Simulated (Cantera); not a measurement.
Feed: 1 mol Mg(OH)2, 3.8 mol H2, a varied amount of O2, equilibrated at 1175 °C and 0.190 bar.

These are equilibrium values from Cantera (NASA tables, ideal gas, pure condensed phases), not measurements of a reactor. Candidate condensed phases: H2O, Mg, MgO, Mg(OH)2; 15 gas species. The numbers say what is thermodynamically allowed, not how fast it happens.

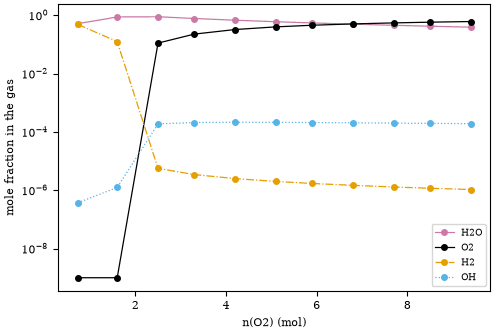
Equilibrium gas composition (values under 1e-9 drawn at 1e-9)

From 0.73 mol O2 to 9.4 mol O2 the condensed part is MgO(s). The main Mg-bearing gas is Mg(OH)2 throughout.
